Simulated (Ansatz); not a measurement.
# KLiF3 (built on the sites of a database entry of KAgF3): phonons and vibrational spectra, part 2 of 2

Aim: the vibrations of KLiF3 (built on the sites of a database entry of KAgF3), their spectra, and whether the structure is stable.

Ansatz 0.2.0; DFT LDA, scalar-relativistic, plane waves, PAW.

So far. Step 4 (Relaxing to small forces for the phonons): The forces vanish by symmetry and the pressure is 0.000 GPa, within the tolerances set. The cell now holds 11.14 Å³/atom. The relaxed cell has a, b, c = 5.270, 5.528, 3.823 Å (conventional setting).

The structure was built from a prototype and need not be the compound's stable phase.

**5. Modes at Γ**

The zone centre comes first: it holds the modes that light can see, as far as symmetry allows. No field response is asked, since the mesh shows no gap.

Input file input.yaml:

```yaml
crystal:
  lattice:
    - [2.6352098271, -2.7640039222, 0.0]
    - [2.6352098271, 2.7640039222, 0.0]
    - [0.0, 0.0, 3.8230002239]
  atoms:
    - { symbol: K, position: [0.0, 0.0, 0.5] }
    - { symbol: Li, position: [0.5, 0.5, 0.0] }
    - { symbol: F, position: [0.5, 0.0, 0.0] }
    - { symbol: F, position: [0.0, 0.5, 0.0] }
    - { symbol: F, position: [0.5, 0.5, 0.5] }
kpoints:
  mp_grid: { grid: [12, 12, 12] }
hamiltonian:
  xc: lda
scf:
  occupations: { method: methfessel_paxton, width: 0.2 }
output:
  eigenvalues: true
phonons:
  method: dfpt
```

Started as:

```sh
$ ansatz run input.yaml --threads 8 --pin off --max-ram 14336MiB --backend cpu --events-out ev --progress --plain --runs-dir out
```

Numbers of over 12 decimals in the logs are rounded to 6 here.

What it wrote:

```text
zone centre: on kpoints.mp_grid the ground state, and the responses unless they are solved on pairs of k-points, stand on 518 of the mesh's 1728 k-points, reduced under 4 symmetry operations, with k and −k counted as one. Each operation leaves every solved displacement unchanged or reverses it
[...]
Crystal: 5 atoms, lattice volume = 55.691 Å³
Basis set: ecut = 420 eV, 1081 PW (Γ), exchange–correlation on 54×54×54 points (8 copies of the dense FFT grid, shifted against one another)
Bands: 22, of which v1, the nominal top of the filled ones, is band 17 counted from 1 (16 counted from 0)
Symmetry: 8 space group operations
k-points: 518 of 1728 (irreducible under 4 space group operations)
[...]
SCF iter   1: F=—  HF=-4082.093219 eV  |F-HF|=—  |Δ(HF+E_count)|=         —  Δρ=2.26e-2  dr2=1.79e-1  ethr=1.77e-3  ⟨swp⟩=4.5  Hψ=49344  notcnv=0
[...]
SCF iter  13: F=-4082.032725 eV  HF=-4082.032725 eV  |F-HF|=3.18e-12  |Δ(HF+E_count)|=  5.46e-12  S|Δr|=    0.00e0  Δρ=9.76e-8  dr2=4.71e-12  ethr=1.00e-12  ⟨swp⟩=9.0  Hψ=52421  notcnv=0
SCF 1 converged in 13 iterations: F = -4082.032725 eV  dr2 = 4.71e-12
[...]
DFPT response loops at Γ: preconditioner auto → Kerker (q_TF=auto, 2.500 Å⁻¹) (partly filled bands, converged f_vac=0.010); β = 1.00, the filter's whole step (`scf.mixing.beta` (0.50) is not read by the response loops under this deck's `scf.mixing.preconditioner`; to damp them name `kerker` or `kerker_dos`, under which they read `scf.mixing.beta`, and type it under 1.00, their step now; both keys bind the ground state too); Broyden in place of MSR1
SCF converged after 13 iterations
[...]
Free energy (F): -4082.032725 eV
[...]
Internal energy: -4082.007941 eV  (E = F + TS)
E sigma→0 (E₀):  -4082.026529 eV
Entropy (-TS):   -0.024785 eV (-4.957 meV/atom)
Fermi energy:    1.292655 eV
Step filling:    the computed levels leave a gap of 0.0000 eV = 0.0 smearing widths at the electron count; against every level under it full and every level over it empty, smearing changes F+E_penalty+E_count by -12.259 meV and its σ→0 estimate by -6.063 meV
[...]
--- Band table (eV; the first three rows and the last of 518) ---
  k-point 0: bands = [... 13 lower, 0.8103, 1.2728, 1.3315, 1.3940, 10.5347, 11.8601, 11.8792, 14.5155, ... 1 higher]
  k-point 1: bands = [... 13 lower, 0.7945, 1.2519, 1.2750, 1.3782, 10.6566, 11.9512, 11.9576, 14.5466, ... 1 higher]
  k-point 2: bands = [... 13 lower, 0.7530, 1.1165, 1.1921, 1.3346, 10.9945, 12.1504, 12.2464, 14.6306, ... 1 higher]
  k-point 517: bands = [... 13 lower, 1.1451, 1.4186, 1.4342, 1.4398, 12.5360, 12.6867, 12.7933, 16.3203, ... 1 higher]
--- Phonons (Γ-DFPT): 12 representative perturbations + reference, on 518 of 1728 k-points (Σ response iterations 39) ---
  k mesh reduced under 4 symmetry operations, with k and −k counted as one. Each operation leaves every solved displacement unchanged or reverses it
  ASR residual: 3.416e-5 → 0.000e0 eV/Å²; symmetrization residual: 2.200e-6 eV/Å²
  ASR residual per site (eV/Å²): 1.18e-5 1.11e-5 2.20e-5 2.20e-5 3.42e-5
  Γ frequencies (cm⁻¹): 0.00 0.00 0.00 153.16 176.35 177.05 180.01 182.21 206.94 252.71 259.94 269.17 443.74 447.83 461.96
  non-analytic LO–TO correction: not included (Born effective charges unavailable; polar crystals: no LO–TO splitting at Γ)
```

Elapsed: 50 s, on 8 threads of Intel Xeon 6975P-C (Granite Rapids), shared host; peak memory 2 GiB.

In the SCF lines HF is the Harris–Foulkes energy and dr2 the Hartree energy of the density residual, in eV; the loop may stop once dr2 is under the threshold and the program's other checks hold. Hψ counts applications of the Hamiltonian.

Numbers from this step:

```
sum-rule residual before enforcement                    : 3.42e-5 eV/Å²
point group                                             : mmm
highest optical mode at the zone centre (no LO-TO term) : 462.0 cm⁻¹
lowest optical zone-centre mode                         : 153.2 cm⁻¹
```

Patterns of degenerate modes are one choice out of their space. Modes at Γ, with each element's share of the kinetic energy:

```
mode  frequency (cm⁻¹)  symmetry  K %  Li %  F %
   1               0.0  acoustic   38     7   55
   2               0.0  acoustic   38     7   55
   3               0.0  acoustic   38     7   55
   4             153.2       B2u   37     2   61
   5             176.3       B1u   61     4   36
   6             177.1       B2u   24     2   74
   7             180.0       B3u   33     2   65
   8             182.2        Au    0     0  100
   9             206.9       B3u   26     3   71
  10             252.7       B2u    1    11   89
  11             259.9       B1u    1    12   87
  12             269.2       B3u    2    12   86
  13             443.7       B3u    0    77   22
  14             447.8       B1u    0    78   22
  15             462.0       B2u    0    79   21
```

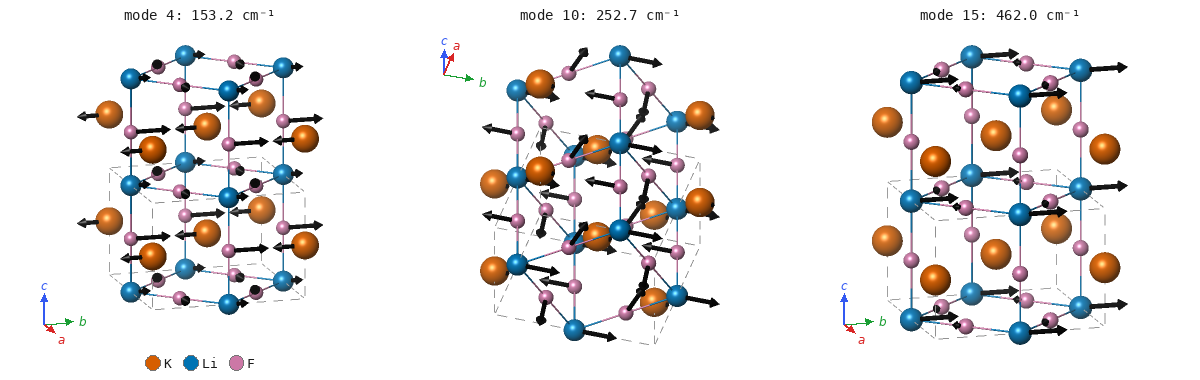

Displacement patterns of modes 4, 10 and 15 at Γ; arrows are exaggerated. 1×1×2 conventional cells are drawn. Some periodic images of atoms are drawn too.

Before it was imposed, the acoustic sum rule was missed by 3.4e-5 eV/Å². Small misses are needed for a sound result but don't prove that mesh and cutoff are converged. The lowest optical mode is real, 153 cm⁻¹.

**6. Phonons on a q mesh**

Stability and thermal properties need the whole zone. Linear response on a 2×2×2 q mesh gives force constants as far as a supercell of that size would.

Edit input.yaml of step 5 so:

```diff
@@ -21 +21,10 @@
   method: dfpt
+  qmesh: [2, 2, 2]
+  temperatures: { t_max: 1000, t_step: 50 }
+  qpath:
+    path:
+      - [[0.0, 0.0, 0.0], [-0.5, 0.5, 0.0], [-0.47724435, 0.52275565, 0.0]]
+      - [[0.47724435, 0.47724435, 0.0], [0.0, 0.0, 0.0], [0.0, 0.0, 0.5], [0.47724435, 0.47724435, 0.5]]
+      - [[-0.47724435, 0.52275565, 0.5], [-0.5, 0.5, 0.5], [-0.5, 0.5, 0.0]]
+      - [[0.0, 0.0, 0.0], [0.0, 0.5, 0.0], [0.0, 0.5, 0.5], [0.0, 0.0, 0.5], [-0.5, 0.5, 0.5]]
+    npoints: 10
```

What it wrote:

```text
[...]
Crystal: 5 atoms, lattice volume = 55.691 Å³
Basis set: ecut = 420 eV, 1081 PW (Γ), exchange–correlation on 54×54×54 points (8 copies of the dense FFT grid, shifted against one another)
Bands: 22, of which v1, the nominal top of the filled ones, is band 17 counted from 1 (16 counted from 0)
Symmetry: 8 space group operations
k-points: 301 of 1728
[...]
SCF iter   1: F=—  HF=-4082.093225 eV  |F-HF|=—  |Δ(HF+E_count)|=         —  Δρ=2.26e-2  dr2=1.79e-1  ethr=1.77e-3  ⟨swp⟩=4.5  Hψ=28693  notcnv=0
[...]
SCF iter  13: F=-4082.032725 eV  HF=-4082.032725 eV  |F-HF|=3.18e-12  |Δ(HF+E_count)|=  5.46e-12  S|Δr|=    0.00e0  Δρ=9.78e-8  dr2=4.73e-12  ethr=1.00e-12  ⟨swp⟩=9.0  Hψ=30626  notcnv=0
SCF 1 converged in 13 iterations: F = -4082.032725 eV  dr2 = 4.73e-12
[...]
phonons: the bands overlap, so this run is a metal and interpolates without the dipole-dipole term. If the crystal is really an insulator or semiconductor, its LO-TO splitting is missing
NSCF: frozen V_eff on 301 k-points
[...]
DFPT response loops at q = (0, 0, 0) (fractional): preconditioner auto → Kerker (q_TF=auto, 2.500 Å⁻¹) (partly filled bands, converged f_vac=0.010); β = 1.00, the filter's whole step (`scf.mixing.beta` (0.50) is not read by the response loops under this deck's `scf.mixing.preconditioner`; to damp them name `kerker` or `kerker_dos`, under which they read `scf.mixing.beta`, and type it under 1.00, their step now; both keys bind the ground state too); Broyden in place of MSR1
[...]
SCF converged after 13 iterations
[...]
Free energy (F): -4082.032725 eV
[...]
Internal energy: -4082.007941 eV  (E = F + TS)
E sigma→0 (E₀):  -4082.026529 eV
Entropy (-TS):   -0.024785 eV (-4.957 meV/atom)
Fermi energy:    1.292655 eV
[...]
--- Band table (eV; the first three rows and the last of 301) ---
  k-point 0: bands = [... 13 lower, 0.8103, 1.2728, 1.3315, 1.3940, 10.5347, 11.8601, 11.8792, 14.5155, ... 1 higher]
  k-point 1: bands = [... 13 lower, 0.7945, 1.2519, 1.2750, 1.3782, 10.6566, 11.9512, 11.9576, 14.5466, ... 1 higher]
  k-point 2: bands = [... 13 lower, 0.7530, 1.1165, 1.1921, 1.3346, 10.9945, 12.1504, 12.2464, 14.6306, ... 1 higher]
  k-point 300: bands = [... 13 lower, 1.1451, 1.4186, 1.4342, 1.4398, 12.5360, 12.6867, 12.7933, 16.3203, ... 1 higher]
--- Phonons (Γ-DFPT): 12 representative perturbations + reference (Σ response iterations 39) ---
  ASR residual: 3.528e-5 → 0.000e0 eV/Å²; symmetrization residual: 2.214e-6 eV/Å²
  ASR residual per site (eV/Å²): 1.20e-5 1.10e-5 2.21e-5 2.21e-5 3.53e-5
[...]
--- Phonons (arbitrary-q DFPT): 6 irreducible q on the 2×2×2 mesh ---
  q = [0.0000, 0.0000, 0.0000] (star 1, of the zone-centre solve; hermiticity 8.29e-7, symmetrization 2.16e-13): 0.00 0.00 0.00 153.16 176.35 177.05 180.01 182.21 206.94 252.71 259.94 269.17 443.74 447.83 461.96
  q = [0.0000, 0.0000, -0.5000] (star 1, 12 solved perturbations in 4263 linear systems a pass and spin channel, the states on 518 of 1728 k-point pairs; hermiticity 9.98e-7, symmetrization 1.58e-12): 103.26 104.45 111.57 122.04 153.51 156.53 157.38 189.62 211.41 225.53 237.41 258.30 380.60 442.50 461.37
  q = [0.0000, -0.5000, 0.0000] (star 2, 15 solved perturbations on 518 of 1728 k-point pairs; hermiticity 1.05e-6, symmetrization 7.37e-14): 95.83 98.89 103.68 117.94 158.72 164.59 179.94 182.00 185.40 231.62 236.85 263.29 387.06 446.90 453.20
[...]
sum rule: each row above includes the acoustic sum rule's correction from the zone centre's row sums; it moved no ω² by more than (0.71 cm⁻¹)²
  mesh force constants: q→R imaginary residual 6.83e-18; ASR residual 3.528e-5 → 0.000e0 eV/Å²; symmetrization residual 8.882e-16 eV/Å²
  interpolated dispersion: 114 rows × 15 modes
  density of states and harmonic sums: on the 16×16×16 q-mesh, interpolated from the force constants of a 2×2×2 supercell (no non-analytic term)
  largest difference from the sums on the solved wave vectors: F 8.57e-2 eV, S 1.18e-4 and C_V 3.23e-5 eV/K
  zero-point energy: 0.207806 eV/cell   skipped modes (ω ≤ 0): 3   left out of the sums: 4.88e-5 of the cell's modes: C_V's classical limit lies that fraction below 3 k_B per atom; for a crystal, a wire or a layer, F and S can be off by more, and a phonons.interpolated_qmesh denser along its periods is the remedy for the sampling
```

It took 4.3 min on 8 threads; peak memory 1.9 GiB.

Numbers from this step:

| Item | Value |
| --- | --- |
| sum-rule residual before enforcement | 3.53e-5 eV/Å² |
| lowest frequency on the path | 0 cm⁻¹ |
| highest frequency on the path or at a solved wavevector | 462 cm⁻¹ |
| mean frequency | 223.5 cm⁻¹ |
| Debye temperature (second moment) | 462 K |
| logarithmic mean frequency | 198.3 cm⁻¹ |
| lowest mode on the q mesh (acoustic modes at Γ apart) | 95.83 cm⁻¹ |
| zero-point energy per atom | 41.56 meV |
| heat capacity at 300 K | 22.34 J/(mol atoms K) |
| vibrational entropy at 300 K | 27.59 J/(mol atoms K) |

Frequencies (cm⁻¹) solved at each irreducible wavevector; negative means imaginary. Frequencies by wavevector, by row:

| q in reciprocal lattice units | star | mode 1 | mode 2 | mode 3 | mode 4 | mode 13 | mode 14 | mode 15 |
| --- | --- | --- | --- | --- | --- | --- | --- | --- |
| 0 0 0 | 1 | 0 | 0 | 0 | 153.2 | 443.7 | 447.8 | 462 |
| 0 0 -0.5 | 1 | 103.3 | 104.5 | 111.6 | 122 | 380.6 | 442.5 | 461.4 |
| 0 -0.5 0 | 2 | 95.8 | 98.9 | 103.7 | 117.9 | 387.1 | 446.9 | 453.2 |
| 0 -0.5 -0.5 | 2 | 109.5 | 115.1 | 130.7 | 140.9 | 363.4 | 369.6 | 452.6 |
| -0.5 -0.5 0 | 1 | 118 | 120.5 | 132.8 | 136.1 | 370.5 | 373.5 | 446.5 |
| -0.5 -0.5 -0.5 | 1 | 117.6 | 135.3 | 143.7 | 146.4 | 349.9 | 354.9 | 361.2 |

Interpolated from a 2×2×2 q mesh, rough between the solved points. The phonon branches at the labelled points (cm⁻¹):

```csv
point,branch 1,branch 2,branch 3,branch 4,branch 12,branch 13,branch 14,branch 15
Γ,0,0,0,153,269,444,448,462
Y,118,120,133,136,309,370,374,446
C0,118,121,133,135,308,371,374,446
jump to Σ0,118,121,133,135,308,371,374,446
Γ,0,0,0,153,269,444,448,462
Z,103,104,112,122,258,381,442,461
A0,118,135,144,146,345,350,358,362
jump to E0,118,135,144,146,345,350,358,362
T,118,135,144,146,348,350,355,361
Y,118,120,133,136,309,370,374,446
jump to Γ,0,0,0,153,269,444,448,462
S,96,99,104,118,263,387,447,453
R,110,115,131,141,308,363,370,453
Z,103,104,112,122,258,381,442,461
T,118,135,144,146,348,350,355,361
```

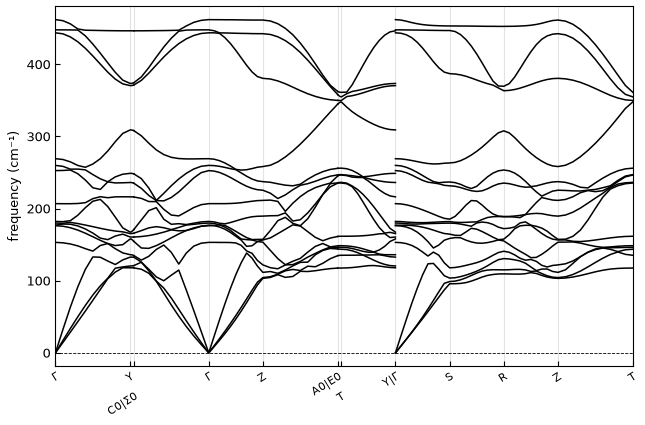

Phonon branches along the path.

The phonon density of states has structure finer than the step of the table below, so its rows give means over 25 cm⁻¹, whole bins alone (the curve runs from 2.5 to 462 cm⁻¹). Peaks (cm⁻¹: height): 117.5: 0.0658, 142.5: 0.0995, 162.5: 0.0825, 177.5: 0.0864, 232.5: 0.0961, 267.5: 0.0329, 447.5: 0.0479.

Tetrahedra on a 16×16×16 mesh, mean over bins of 5 cm-1. Interpolated from a 2×2×2 q mesh, rough between the solved points. Table of phonon density of states by wavenumber; means over each step:

```csv
wavenumber (cm⁻¹),phonon density of states (1/cm⁻¹/cell)
25,0.00221
50,0.00726
75,0.0155
100,0.0408
125,0.0652
150,0.0801
175,0.0712
200,0.0556
225,0.0739
250,0.0336
275,0.0221
300,0.0101
325,0.00216
350,0.00233
375,0.0263
400,0.0255
425,0.0299
450,0.0356
```

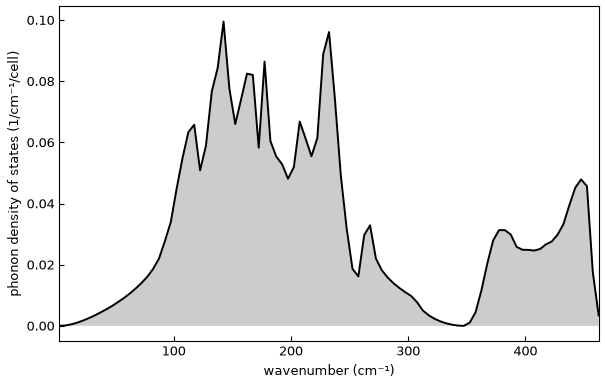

Phonon density of states, plotted against wavenumber.

The partial phonon density of states has structure finer than the step of the table below, so its rows give means over 50 cm⁻¹, whole bins alone (the curve runs from -10 to 486 cm⁻¹). Peaks (cm⁻¹: height): F 164.6: 0.0552, 230.1: 0.0816, 445.3: 0.0103; K 142.8: 0.0468; Li 230.1: 0.00519, 379.8: 0.0291, 445.3: 0.0387.

Phonopy on the run's constants, 15x15x15 mesh, Gaussian sigma 3.5 cm-1. Interpolated from a 2×2×2 q mesh, rough between the solved points. Partial phonon density of states against wavenumber; means over each step; values in 1/cm⁻¹/cell:

```
wavenumber (cm⁻¹)        F        K       Li
               50  0.00440  0.00292   4.5e-4
              100   0.0245   0.0143  0.00104
              150   0.0449   0.0302  0.00134
              200   0.0469   0.0108  0.00233
              250   0.0407  0.00134  0.00305
              300  0.00861   1.7e-5  0.00136
              350   5.4e-4   5.3e-5  0.00667
              400  0.00372   1.1e-4   0.0229
              450  0.00549   2.7e-5   0.0208
```

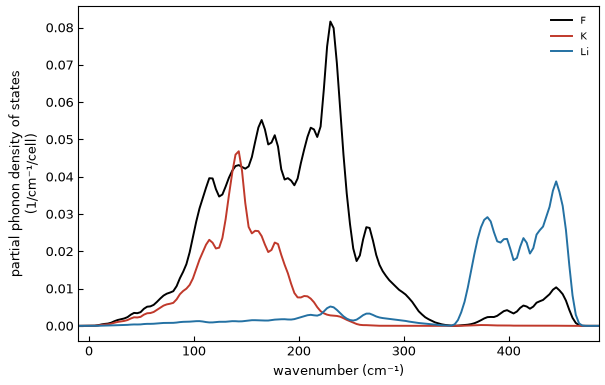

Partial phonon density of states, plotted against wavenumber.

Harmonic thermodynamic functions per atom, from the density of states. Interpolated from a 2×2×2 q mesh, rough between the solved points. Thermodynamic functions, by row:

```csv
T (K),F_vib (meV/atom),S (J/mol-atom/K),C_V (J/mol-atom/K)
0,41.56,0,0
50,41.32,1.782,4.552
100,38.96,7.588,12.55
200,24.94,18.99,19.83
300,0.59,27.59,22.34
400,-31.56,34.18,23.4
500,-69.81,39.46,23.93
600,-113,43.85,24.23
700,-160.5,47.6,24.41
800,-211.6,50.87,24.53
900,-265.8,53.77,24.62
1000,-322.9,56.36,24.68
```

Harmonic mean-square displacement, third of the trace. Interpolated from a 2×2×2 q mesh, rough between the solved points. Mean square displacements, by row:

```
T (K)  K1 U_eq (Å²)  Li2 U_eq (Å²)  F3 U_eq (Å²)  F4 U_eq (Å²)  F5 U_eq (Å²)
    0       0.00337        0.00732       0.00534       0.00534       0.00531
  100       0.00561        0.00893       0.00783       0.00783       0.00779
  300       0.01429        0.01626       0.01855       0.01855       0.01843
  600       0.02808         0.0298       0.03605       0.03605       0.03583
```

Symmetry leaves 6 wavevectors to solve. The lowest mode among them, the acoustic zeros apart, lies at q = (0, -0.5, 0) and is real, 95.8 cm⁻¹.

**7. Another isotope, element K, natural mass 39.0983 amu**

An isotope changes the mass and not the force constants, so no new electronic calculation is needed; the shifts show which modes move this element.

The same force constants with the mass of K changed from 39.098 to 40.962 u (phonopy, no LO-TO term). Both lists are sorted by frequency; levels can cross, so a row need not hold one and the same mode. Modes under 3 cm⁻¹ are left out. Isotope shifts, by row, the first 40 of 57 rows:

```
       q  rank  natural mass (cm⁻¹)  changed mass (cm⁻¹)
   0 0 0     4                153.2                151.8
   0 0 0     5                176.3                173.9
   0 0 0     6                177.1                176.1
   0 0 0     7                  180                178.6
   0 0 0     8                182.2                182.2
   0 0 0     9                206.9                205.8
   0 0 0    10                252.7                252.7
   0 0 0    11                259.9                259.9
   0 0 0    12                269.2                  269
   0 0 0    13                443.7                443.7
   0 0 0    14                447.8                447.8
   0 0 0    15                  462                461.9
0 0 -0.5     1                103.3                101.7
0 0 -0.5     2                104.5                102.9
0 0 -0.5     3                111.6                111.6
0 0 -0.5     4                  122                  122
0 0 -0.5     5                153.5                152.9
0 0 -0.5     6                156.5                153.5
0 0 -0.5     7                157.4                156.1
0 0 -0.5     8                189.6                189.6
0 0 -0.5     9                211.4                209.7
0 0 -0.5    10                225.5                225.5
0 0 -0.5    11                237.4                237.4
0 0 -0.5    12                258.3                258.3
0 0 -0.5    13                380.6                380.6
0 0 -0.5    14                442.5                442.5
0 0 -0.5    15                461.4                461.4
0 -0.5 0     1                95.83                95.83
0 -0.5 0     2                98.89                97.46
0 -0.5 0     3                103.7                102.1
0 -0.5 0     4                117.9                117.9
0 -0.5 0     5                158.7                155.4
0 -0.5 0     6                164.6                164.6
0 -0.5 0     7                179.9                  178
0 -0.5 0     8                  182                180.5
0 -0.5 0     9                185.4                185.4
0 -0.5 0    10                231.6                231.6
0 -0.5 0    11                236.8                236.8
0 -0.5 0    12                263.3                263.3
0 -0.5 0    13                387.1                387.1
```

A mode of this element alone would shift by -2.30 %. The highest zone-centre frequency without the field goes from 462.0 to 461.9 cm⁻¹ (-0.0 %). The product of the frequency ratios over all optical modes at Γ is 0.958; the product rule, (m/m′)^(3k/2) (M′/M)^(3/2) with k = 1 such atoms and M the mass of the cell, gives 0.958.

**8. Another isotope, element Li, natural mass 6.94 amu**

The same for Li, from 6.94 to 6.02 u.

A mode of this element alone would shift by +7.41 %. The highest zone-centre frequency without the field goes from 462.0 to 489.3 cm⁻¹ (+5.9 %). The product of the frequency ratios over all optical modes at Γ is 1.223; the product rule, (m/m′)^(3k/2) (M′/M)^(3/2) with k = 1 such atoms and M the mass of the cell, gives 1.223.

**9. Outcome**

| Property | Result |
| --- | --- |
| space group after relaxation (within 0.01 Å) | Cmmm |
| volume per atom | 11.1 Å³ |
| electronic character | no gap on this mesh |
| highest optical mode at the zone centre (no LO-TO term) | 462 cm⁻¹ |
| lowest optical zone-centre mode | 153 cm⁻¹ |
| lowest mode on the q mesh (acoustic modes at Γ apart) | 95.8 cm⁻¹ |
| highest frequency on the path or at a solved wavevector | 462 cm⁻¹ |
| zero-point energy per atom | 41.6 meV |
| heat capacity at 300 K | 22.3 J/(mol atoms K) |
| vibrational entropy at 300 K | 27.6 J/(mol atoms K) |
| Debye temperature (second moment) | 462 K |
| imaginary modes on the 2×2×2 q mesh | none |

The structure is a minimum as far as tested: no mode is imaginary at the 6 irreducible wavevectors of the 2×2×2 mesh, and the softest away from the acoustic zeros lies at 96 cm⁻¹. The optical modes at Γ span 153 to 462 cm⁻¹. The highest mode in this list at Γ, 462.0 cm⁻¹, is mostly motion of Li (79 % of the kinetic energy). The q mesh stands for a supercell only 7.6 Å across, so branches between the solved wavevectors are rough. With no gap, or one that is small against the smearing, the frequencies hang on the k mesh and the smearing, most of all near Kohn anomalies. The phonon runs are without spin polarisation, although the cell has an odd electron count. The starting cell was built on a prototype and not taken from a measurement, so the phase need not exist. These are harmonic frequencies at zero temperature: anharmonic shifts, linewidths and thermal expansion are left out.

[Logs are printed without paths, hosts, clocks, repeated set-up lines and the standing remarks that a program may print on its own settings, such as how far it seeks lower states.]

[Hosts, paths, dates, database ids (printed as entryN), source tags and the programs' standing remarks are cut or masked in the printed files.]
